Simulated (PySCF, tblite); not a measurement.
# C₂H₅F₃SSi: geometry, infrared bands and NMR shifts

Wanted: the infrared bands and NMR shifts of C₂H₅F₃SSi (`CC(F)(F)[Si@@H](F)S`), by calculation.

The runs use tblite 0.8.0 and PySCF 2.14.0, with density-fitted response routines of our own; the level of theory stands in each step. All values are computed, except where a source is named. Atoms count from 0, in the outputs and in this text.

**1. The molecule as given**

12 atoms, charge 0, multiplicity 1; geometry from: force field or distance geometry start.

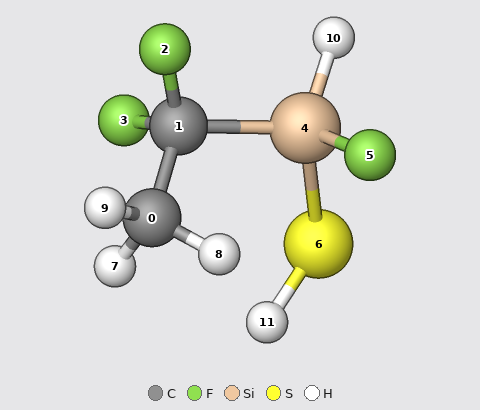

The starting geometry (carbon grey, fluorine green, silicon light orange, sulfur yellow, hydrogen white), atoms numbered.

**2. Relaxing the molecule with GFN2-xTB**

The job: settings as JSON, then the geometry in Å.

```
{"job": {"kind": "relax", "xc": "GFN2-xTB", "basis": "xTB"}, "charge": 0, "multiplicity": 1}
C      1.265300     0.369600     0.436400
C      0.518700    -0.747200    -0.271600
F      0.916700    -1.986000     0.222500
F      0.779700    -0.607300    -1.614600
Si    -1.320900    -0.570400    -0.031200
F     -1.602300    -0.451500     1.611800
S     -1.861400     1.319800    -0.901700
H      1.538600     1.175300    -0.288900
H      0.551400     0.839400     1.147300
H      2.189500     0.041300     0.915500
H     -2.058400    -1.682000    -0.646600
H     -0.915700     2.298300    -0.605000
```

On the command line:

```
$ OMP_NUM_THREADS=1 python probes_run.py task.json out
```

The driver reads the jobs from task.json and runs them one after another.

Log:

```text
step      E/eV     max force
  0    -709.30949    2.020
  1    -709.47097    0.944
  2    -709.57640    0.906
  3    -709.62890    0.866
  4    -709.70011    0.606
  5    -709.71904    0.447
  6    -709.74157    0.368
  7    -709.75452    0.351
  8    -709.76943    0.308
  9    -709.77910    0.264
 10    -709.78771    0.262
 11    -709.79555    0.208
 12    -709.80186    0.174
 13    -709.80529    0.138
 14    -709.80732    0.122
 15    -709.80893    0.111
 16    -709.81020    0.105
 17    -709.81119    0.089
 18    -709.81220    0.082
 19    -709.81349    0.114
 20    -709.81517    0.132
 21    -709.81721    0.121
 22    -709.81966    0.162
 23    -709.82279    0.218
 24    -709.82634    0.198
 25    -709.82918    0.141
 26    -709.83082    0.127
 27    -709.83201    0.123
 28    -709.83376    0.114
 29    -709.83582    0.168
 30    -709.83757    0.156
 31    -709.83874    0.096
 32    -709.83978    0.100
 33    -709.84105    0.135
 34    -709.84246    0.130
 35    -709.84353    0.095
 36    -709.84411    0.067
 37    -709.84453    0.069
 38    -709.84511    0.081
 39    -709.84581    0.090
 40    -709.84631    0.123
 41    -709.84705    0.091
 42    -709.84776    0.087
 43    -709.84914    0.114
 44    -709.85053    0.129
 45    -709.85195    0.098
 46    -709.85302    0.090
 47    -709.85421    0.108
 48    -709.85588    0.173
 49    -709.85797    0.178
 50    -709.85989    0.130
 51    -709.86096    0.076
 52    -709.86146    0.061
 53    -709.86177    0.060
 54    -709.86223    0.039
 55    -709.86243    0.041
 56    -709.86260    0.039
 57    -709.86283    0.055
 58    -709.86327    0.080
 59    -709.86395    0.083
 60    -709.86478    0.082
 61    -709.86557    0.098
 62    -709.86623    0.170
 63    -709.86427    0.300
 64    -709.86816    0.126
 65    -709.86941    0.108
 66    -709.86802    0.498
 67    -709.87340    0.093
 68    -709.87534    0.090
 69    -709.86772    0.667
 70    -709.87773    0.097
 71    -709.87935    0.108
 72    -709.87503    0.706
 73    -709.88369    0.142
 74    -709.88626    0.170
 75    -709.88631    0.754
 76    -709.89557    0.173
 77    -709.89978    0.171
 78    -709.90216    0.653
 79    -709.91101    0.074
 80    -709.91347    0.074
 81    -709.91481    0.262
 82    -709.91643    0.078
 83    -709.91719    0.071
 84    -709.91965    0.077
 85    -709.92160    0.083
 86    -709.92507    0.110
 87    -709.92843    0.112
 88    -709.93068    0.077
 89    -709.93037    0.249
 90    -709.93182    0.073
 91    -709.93232    0.071
 92    -709.93425    0.095
 93    -709.93616    0.124
 94    -709.93818    0.097
 95    -709.93928    0.074
 96    -709.93975    0.064
 97    -709.94003    0.059
 98    -709.94045    0.051
 99    -709.94091    0.035
100    -709.94127    0.025
101    -709.94147    0.026
102    -709.94160    0.026
103    -709.94176    0.030
104    -709.94201    0.041
105    -709.94231    0.046
106    -709.94265    0.048
107    -709.94299    0.063
108    -709.94346    0.080
109    -709.94414    0.091
110    -709.94483    0.083
111    -709.94534    0.056
112    -709.94558    0.042
113    -709.94574    0.036
114    -709.94600    0.041
115    -709.94646    0.070
116    -709.94712    0.095
117    -709.94789    0.127
118    -709.94862    0.078
119    -709.94903    0.061
120    -709.94893    0.106
121    -709.94944    0.038
122    -709.94960    0.030
123    -709.94981    0.030
124    -709.94995    0.029
125    -709.95005    0.030
126    -709.95016    0.037
127    -709.95027    0.038
128    -709.95044    0.045
129    -709.95070    0.048
130    -709.95116    0.064
131    -709.95162    0.070
132    -709.95203    0.084
133    -709.95248    0.059
134    -709.95277    0.037
135    -709.95303    0.036
136    -709.95329    0.042
137    -709.95354    0.049
138    -709.95370    0.032
139    -709.95379    0.015
140    -709.95383    0.015
141    -709.95384    0.008
```

Run time: 1.5 s. Hardware: 1 thread of Arm Neoverse N1, shared host; peak memory 0.18 GiB.

Relaxation path: (not every step is listed)

```
step  energy from step 0 (eV)  largest force (eV/Å)
   0                   0.0000                2.0205
   1                  -0.1615                0.9441
   2                  -0.2669                0.9059
   3                  -0.3194                0.8662
   4                  -0.3906                0.6062
   5                  -0.4095                0.4467
   6                  -0.4321                0.3680
   7                  -0.4450                0.3514
   8                  -0.4599                0.3084
  20                  -0.5057                0.1321
  32                  -0.5303                0.0999
  44                  -0.5410                0.1292
  56                  -0.5531                0.0395
  68                  -0.5659                0.0900
  80                  -0.6040                0.0738
  92                  -0.6248                0.0947
 104                  -0.6325                0.0406
 116                  -0.6376                0.0951
 128                  -0.6409                0.0453
 136                  -0.6438                0.0416
 137                  -0.6440                0.0487
 138                  -0.6442                0.0318
 139                  -0.6443                0.0153
 140                  -0.6443                0.0152
 141                  -0.6444                0.0078
```

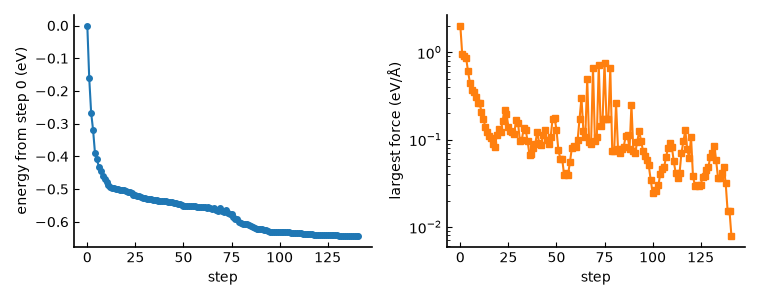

Energy and largest force along the relaxation.

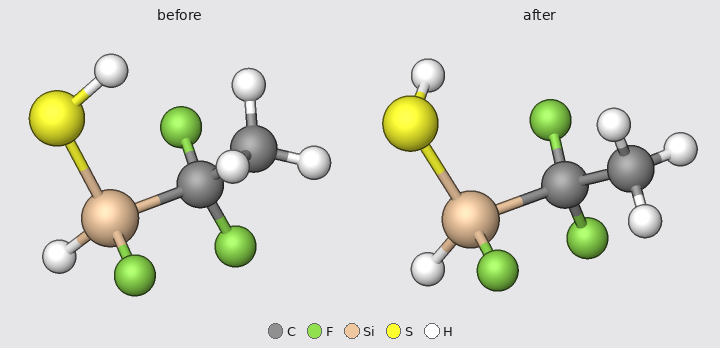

The geometry before (left) and after (right).

Distances of close pairs at the start and the end, largest changes first:

```
   bond  before (Å)  after (Å)  change (Å)
 C1–Si4       1.864      1.937      +0.074
 Si4–F5       1.671      1.605      -0.066
 S6–H11       1.393      1.327      -0.066
  C0–H7       1.118      1.087      -0.031
  C0–H8       1.112      1.086      -0.025
Si4–H10       1.469      1.445      -0.025
 Si4–S6       2.150      2.127      -0.023
  C1–F2       1.392      1.372      -0.020
```

The next job starts from the end point, and lists it.

**3. Vibrational analysis with GFN2-xTB**

The job: settings as JSON, then the geometry in Å.

```
{"job": {"kind": "ir", "xc": "GFN2-xTB", "basis": "xTB"}, "charge": 0, "multiplicity": 1}
C      1.378139     0.290240     0.721326
C      0.523083    -0.518754    -0.232303
F      0.851915    -1.846631    -0.131024
F      0.860803    -0.194375    -1.530839
Si    -1.391859    -0.337264    -0.002829
F     -1.599226    -0.158250     1.578551
S     -2.048181     1.462410    -0.927601
H      1.146556     1.346706     0.611113
H      1.167107    -0.022770     1.739848
H      2.431621     0.125932     0.502467
H     -2.089454    -1.543174    -0.384863
H     -1.229305     1.395246    -1.969874
```

Log:

```text
mode    cm-1     km/mol
  1      28.7      3.17
  2     100.3      4.17
  3     146.0     13.98
  4     156.1     19.45
  5     182.1      4.17
  6     203.1     29.95
  7     252.8      3.58
  8     270.1     22.87
  9     359.7     32.54
 10     375.0     16.01
 11     464.4      9.93
 12     534.4     22.63
 13     616.8    106.16
 14     626.2    106.76
 15     637.9    153.00
 16     745.4     89.81
 17     840.1    191.77
 18     886.5     84.99
 19     922.6     19.27
 20    1086.4     75.85
 21    1118.3     53.67
 22    1163.3     51.22
 23    1388.6     21.87
 24    1456.5      2.82
 25    1465.4      8.71
 26    2423.4    178.00
 27    2447.4     59.79
 28    3035.3      8.52
 29    3045.6     11.55
 30    3058.9      4.86
```

Wall time 0.6 s (1 thread of Arm Neoverse N1, shared host); peak memory 0.18 GiB.

The strongest bands and the atoms that carry them (share of the mass-weighted mode):

```
cm⁻¹  km/mol                                atoms
 617   106.2  H10 49 %, C0 13 %, C1 11 %, F3 10 %
 626   106.8                             H10 87 %
 638   153.0                   H10 28 %, Si4 27 %
 745    89.8                             H11 79 %
 840   191.8                    F5 53 %, Si4 43 %
 886    85.0   C1 34 %, F3 20 %, H8 15 %, F2 12 %
1086    75.8   C1 35 %, H8 24 %, H7 17 %, C0 16 %
2423   178.0                             H10 96 %
```

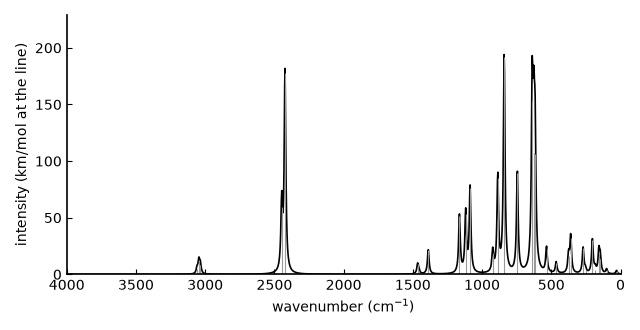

The infrared spectrum from these modes, unscaled. Lines are broadened to a width of 14 cm⁻¹ (Lorentzian).

**4. Shielding tensors: PBE0/pcSseg-1**

The job, as its differences from that of step 3:

```diff
@@ -1,2 +1,2 @@
-{"job": {"kind": "ir", "xc": "GFN2-xTB", "basis": "xTB"}, "charge": 0, "multiplicity": 1}
+{"job": {"kind": "nmr", "xc": "PBE0", "basis": "pcSseg-1"}, "charge": 0, "multiplicity": 1}
 C      1.378139     0.290240     0.721326
```

Method: GIAO PBE0/pcSseg-1 NMR shielding, non-relativistic, gas phase.

Log:

```text
coarse grid: 11784 points
cycle   1  E = -1065.6373899790  dE =  7.100e-01  |g| = 8.604e-01  |ddm| = 3.066e+00
cycle   2  E = -1065.4829529635  dE =  1.544e-01  |g| = 1.335e+00  |ddm| = 1.400e+00
cycle   3  E = -1065.7642074232  dE = -2.813e-01  |g| = 8.079e-02  |ddm| = 8.777e-01
cycle   4  E = -1065.7653555798  dE = -1.148e-03  |g| = 3.670e-02  |ddm| = 8.939e-02
cycle   5  E = -1065.7656225571  dE = -2.670e-04  |g| = 6.039e-03  |ddm| = 3.098e-02
cycle   6  E = -1065.7656282087  dE = -5.652e-06  |g| = 3.127e-03  |ddm| = 6.615e-03
final grid: 107760 points
cycle   7  E = -1065.8271409164  dE = -4.300e-05  |g| = 6.556e-03  |ddm| = 2.121e-02
cycle   8  E = -1065.8271359476  dE =  4.969e-06  |g| = 8.542e-03  |ddm| = 1.181e-02
cycle   9  E = -1065.8271495739  dE = -1.363e-05  |g| = 9.550e-04  |ddm| = 6.205e-03
cycle  10  E = -1065.8271497134  dE = -1.395e-07  |g| = 2.501e-04  |ddm| = 8.539e-04
cycle  11  E = -1065.8271497249  dE = -1.152e-08  |g| = 4.079e-05  |ddm| = 2.179e-04
cycle  12  E = -1065.8271497253  dE = -3.326e-10  |g| = 1.808e-05  |ddm| = 4.868e-05
converged SCF energy = -1065.8271497253

GIAO shielding tensors (ppm)
atom      isotropic    diamagn.    paramagn.     s11        s22        s33       span
  0 C      163.047     250.342     -87.295    148.574    153.835    186.732     38.158
  1 C       54.765     247.434    -192.669     39.257     53.094     71.943     32.685
  2 F      300.127     474.382    -174.255    188.597    323.797    387.988    199.391
  3 F      304.416     476.519    -172.103    184.965    331.346    396.937    211.971
  4 Si     336.595     877.734    -541.139    296.423    350.061    363.301     66.878
  5 F      367.655     469.143    -101.487    351.089    363.154    388.723     37.634
  6 S      740.150    1057.578    -317.428    633.140    706.782    880.527    247.386
  7 H       30.022      30.788      -0.765     25.793     29.548     34.726      8.932
  8 H       29.992      30.021      -0.029     26.013     28.616     35.348      9.334
  9 H       29.800      28.687       1.112     26.272     27.445     35.681      9.410
 10 H       26.170      28.057      -1.886     22.913     23.936     31.662      8.749
 11 H       30.649      31.444      -0.794     22.344     28.010     41.594     19.251
```

It took 33 s on 1 thread of Arm Neoverse N1, shared host; peak memory 0.73 GiB.

Shifts follow as δ = σ(reference) − σ, with reference shieldings (ppm) from runs at the same level and on the same kind of geometry: 1H TMS 31.72, 13C TMS 186.9, 29Si TMS 349.2, 19F CFCl3 170.9, 33S CS2 504. The references are single molecules in the gas phase, so shifts against H2O, NH3, PH3, H3PO4 or CFCl3 are not on the usual liquid scales and can be off by tens of ppm. Atoms listed in one row are averaged.

```
     atoms                                        environment  σ (ppm)  δ (ppm)  δ scaled to CDCl3
        C1  fully substituted sp3 carbon bonded to 2 F and Si     54.8    132.2              127.1
        C0                                      methyl carbon    163.0     23.9               21.4
       H10            hydrogen on a silicon bonded to C, F, S    26.17     5.55                  –
H7, H8, H9                        hydrogen on a methyl carbon    29.94     1.78               1.78
       H11                  hydrogen on a sulfur bonded to Si    30.65     1.07                  –
        F2                            fluorine of a CF2 group    300.1   -129.2                  –
        F3                            fluorine of a CF2 group    304.4   -133.5                  –
        F5                              fluorine bonded to Si    367.7   -196.7                  –
       Si4                       silicon bonded to C, F, S, H    336.6     12.6                  –
        S6                             sulfur bonded to Si, H      740     -236                  –
```

The scaled column applies a straight-line fit of computed shieldings to shifts measured in CDCl3, with any fitted terms for Cl, Br or S neighbours, and one for carbons that bear F (root-mean-square error 0.16 ppm for H, 1.9 ppm for C).

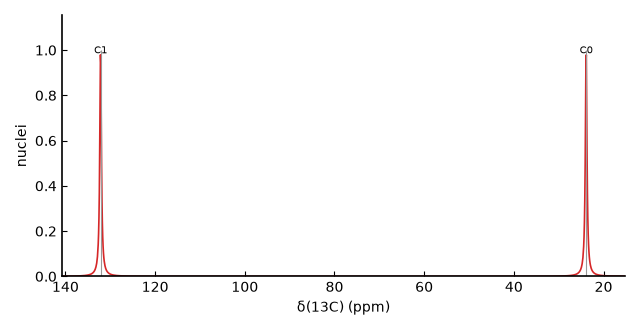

13C lines at the computed shifts, without couplings. Lines are broadened to a width of 0.43 ppm (Lorentzian).

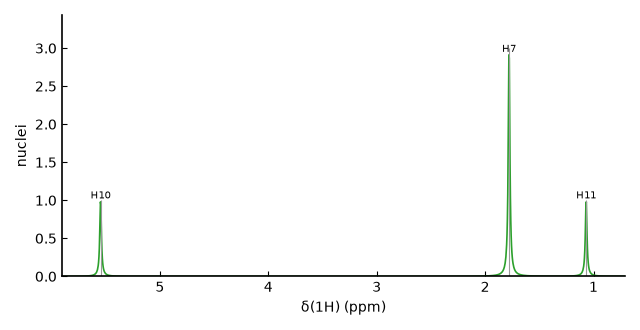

1H lines at the computed shifts, without couplings. Lines are broadened to a width of 0.02 ppm (Lorentzian).

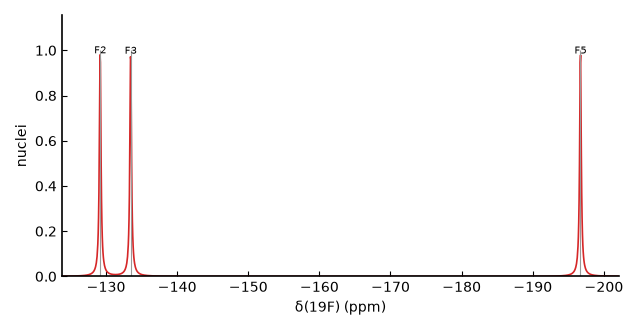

19F lines at the computed shifts, without couplings. Lines are broadened to a width of 0.27 ppm (Lorentzian).

Charges from the same density, by scheme (e):

```
atoms  Mulliken    IAO  Hirshfeld  ESP fit
   C0     -0.26  -0.45      -0.14    -0.40
   C1      0.20   0.30       0.10     0.21
   F2     -0.30  -0.30      -0.11    -0.18
   F3     -0.32  -0.32      -0.11    -0.19
  Si4      0.95   1.13       0.41     0.53
   F5     -0.41  -0.53      -0.19    -0.22
   S6     -0.38  -0.31      -0.12    -0.33
```

Mulliken charges:

```
atom  value (e)
  C0      -0.26
  C1       0.20
  F2      -0.30
  F3      -0.32
 Si4       0.95
  F5      -0.41
  S6      -0.38
  H7       0.13
  H8       0.14
  H9       0.14
 H10      -0.08
 H11       0.17
```

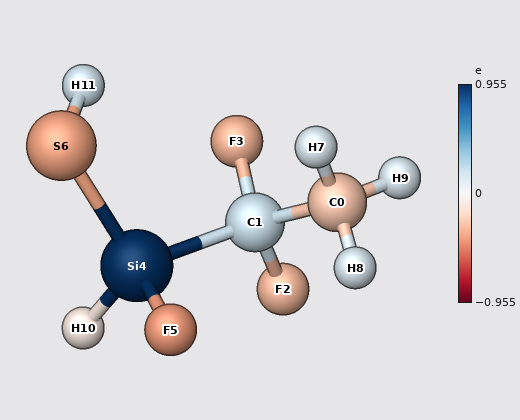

Mulliken charges, as colours on the atoms.

Mayer bond orders: C0–C1 1.02, C1–F2 0.90, C1–F3 0.89, C1–Si4 0.81, Si4–F5 0.94, Si4–S6 1.04.

**5. Summary of results**

| quantity | value |
| --- | --- |
| strongest single infrared mode (GFN2-xTB) | 840 cm⁻¹, 192 km/mol |
| zero-point energy (GFN2-xTB) | 42.9 kcal/mol |
| 13C shifts against TMS (PBE0/pcSseg-1) | 132.2, 23.9 ppm |
| 1H shifts against TMS (PBE0/pcSseg-1, means over atoms taken as alike) | 5.55, 1.78, 1.07 ppm |
| 19F shifts against CFCl3 (PBE0/pcSseg-1) | -129.2, -133.5, -196.7 ppm |
| 29Si shifts against TMS (PBE0/pcSseg-1) | 12.6 ppm |
| 33S shifts against CS2 (PBE0/pcSseg-1) | -236 ppm |

In words: Relaxing lowered the energy by 0.644 eV in 141 steps; the close pair that moved most is C1–Si4, from 1.864 to 1.937 Å. No mode is imaginary among the 30: a minimum at this level. The strongest single mode, at 840 cm⁻¹, moves mainly F5 and Si4. Unscaled tight-binding wavenumbers are off by several per cent, some by more. Its intensities can rank the bands wrongly. At PBE0/pcSseg-1: The largest span, 247 ppm, is at S6, where the paramagnetic term is -317 ppm.
